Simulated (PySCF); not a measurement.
**C$_{4}$H$_{11}$NOSi (SMILES [H]/N=C/CCO[SiH2]C): density, localisation and related maps**

Input

```
{"job": {"kind": "nmr", "xc": "PBE0", "basis": "pcSseg-1"}, "charge": 0, "multiplicity": 1}
C     -2.723367     1.048507    -0.879899
Si    -2.027617    -0.432422     0.061980
O     -0.430648    -0.312560    -0.201670
C      0.587545    -1.163364     0.231150
C      1.947971    -0.592376    -0.174650
C      2.244943     0.670991     0.563899
N      3.332794     0.809350     1.170817
H     -3.804333     1.064900    -0.793100
H     -2.475741     1.005802    -1.935976
H     -2.346597     1.989495    -0.491455
H     -2.544783    -1.707736    -0.451936
H     -2.322308    -0.367013     1.500129
H      0.539429    -1.282778     1.320446
H      0.454052    -2.153489    -0.221345
H      1.918148    -0.369472    -1.244276
H      2.736044    -1.318912     0.019987
H      1.442147     1.418515     0.519338
H      3.463559     1.698878     1.648279
```

Run with:

```sh
OMP_NUM_THREADS=1 python probes_run.py task.json out
```

Geometry: GFN2-xTB.

The calculation used PBE0/pcSseg-1, SCF density, gas phase, non-relativistic (PySCF 2.14.0).

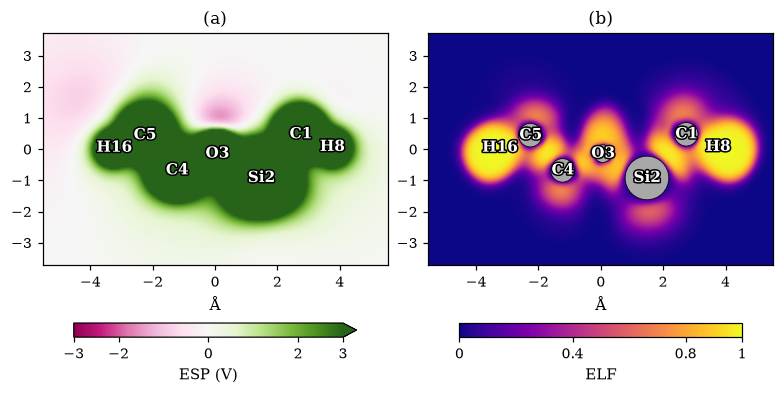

Figure 1. (a) molecular electrostatic potential; (b) electron localisation function on the plane of atoms O3, C4 and C5. Grey discs cover the atomic cores in the ELF map.

Question: Describe what can be read from this map.

Answer:
- Atoms in the plane: C, Si, O and H.
- C–O (1.40 Å): the ELF peaks at about 0.90 between the atoms; a shared but strongly polarised pair.
- Si–O (1.62 Å): the ELF peaks at about 0.85 between the atoms; a polar covalent bond.
- C–Si (1.89 Å): the ELF peaks at about 0.95 between the atoms; localised, covalent bonding.
- C–H (1.08 Å): the ELF climbs to about 1 towards the hydrogen, as it does in any bond to H; an ordinary covalent bond to hydrogen.
- The ELF also peaks beside O3, away from the bonds: lone-pair regions.
- Outside the dense part of the molecule the potential is most negative (−1.5 V) near O3.

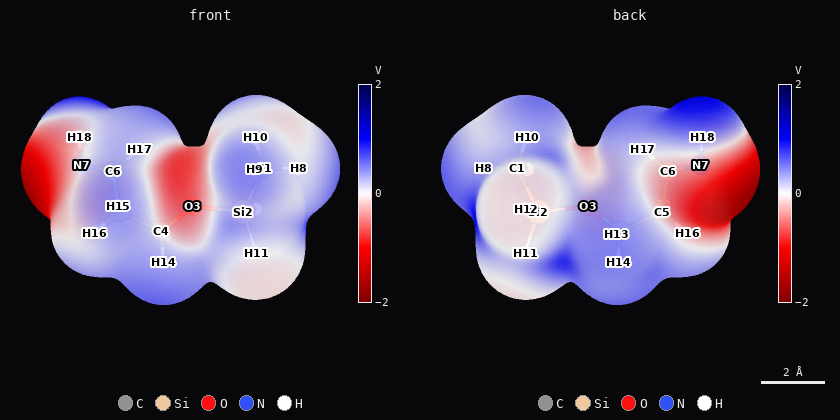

Figure 2. The electrostatic potential painted on the density surface at 0.001 e/bohr³, seen from the front and from behind; red is negative and blue positive.

Question: Which sites attract a positive test charge, and which a negative one?

Answer: A positive charge is drawn to the negative regions and a negative charge to the positive ones. The most negative region (about −1.7 V, or −39 kcal/mol for a unit charge) lies over N7, the most positive (about +1.1 V, or +25 kcal/mol for a unit charge) over Si2 and H18. N7 is the likeliest acceptor of a hydrogen bond.

Question: What dipole moment does the calculation give?

Answer: Its dipole moment is 1.70 D.
